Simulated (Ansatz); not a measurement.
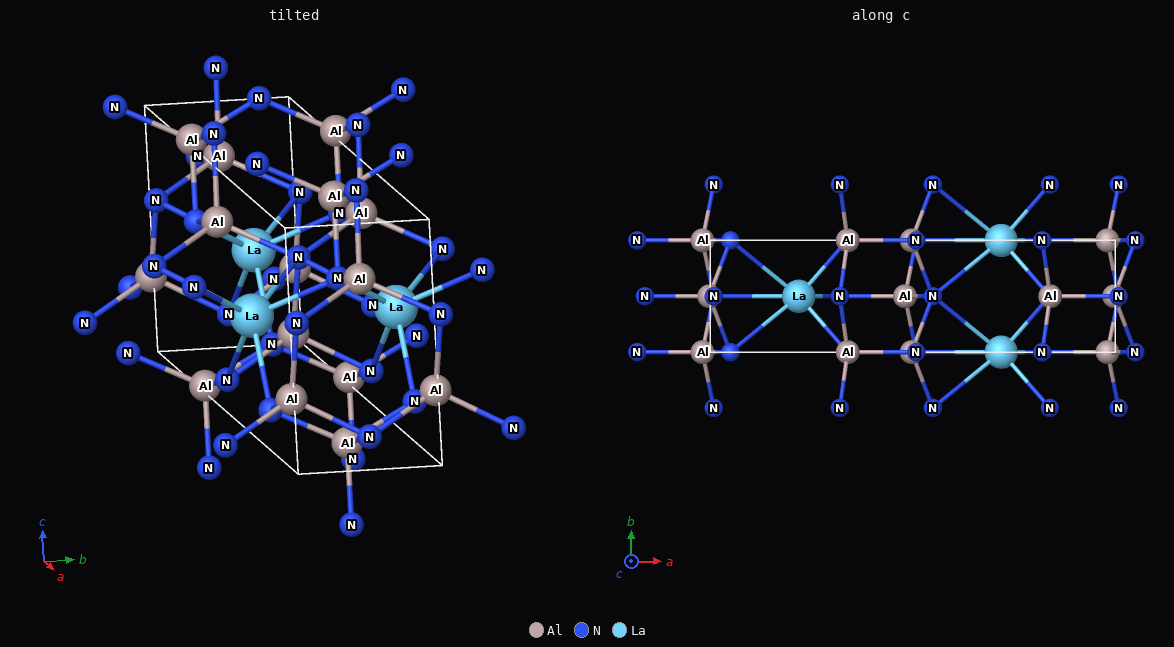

The structure above is drawn in ball-and-stick style and viewed slightly off an axis and along the c axis. One conventional unit cell is framed, with atoms on its boundary repeated. Some atoms of the next cells are drawn as well.

LaAl3N4, space group Cm (No. 8), a = 12.230 Å, b = 3.297 Å, c = 5.456 Å, α = 90.00°, β = 102.24°, γ = 90.00°. Origin of the cell: a structure type filled with these elements by a generator (whether the compound takes this form wasn't checked). Earlier steps of the study may have refined or changed the cell and positions. It was run through Ansatz as a DFT input.

This one geometry was computed with Ansatz (DFT, plane waves, PAW) at five levels of theory: PBE with spin-orbit coupling, r2SCAN, PBE0, PBE and HSE06. It was relaxed beforehand with r2SCAN.

### Which level gives the highest pressure at this volume, and what does that say about its equilibrium volume?

Highest: PBE with spin-orbit coupling (2.9 GPa) and PBE (2.9 GPa), which points to the largest equilibrium volume. Lowest, with the smallest volume: PBE0 (-0.8 GPa) and HSE06 (-0.7 GPa). Levels within 0.5 GPa of each other can't be told apart.

### How does the band gap change with the level of theory?

PBE with spin-orbit coupling: a gap of 1.99 eV, indirect; PBE: a gap of 2.03 eV, indirect; r2SCAN: a gap of 2.42 eV, indirect; HSE06: a gap of 3.24 eV, indirect; PBE0: a gap of 3.95 eV, indirect.

### Collect the results in a table.

| level | cutoff (eV) | k-mesh of the run's cell | gap (eV) | pressure (GPa) |
| --- | --- | --- | --- | --- |
| PBE with spin-orbit coupling | 420 | 8×8×6 | 1.99 | 2.9 |
| r2SCAN | 500 | 8×8×6 | 2.42 | 0.0 |
| PBE0 | 420 | 4×4×4 | 3.95 | -0.8 |
| PBE | 420 | 8×8×6 | 2.03 | 2.9 |
| HSE06 | 420 | 4×4×4 | 3.24 | -0.7 |

Gaps are taken on the k-mesh or band path of each run.
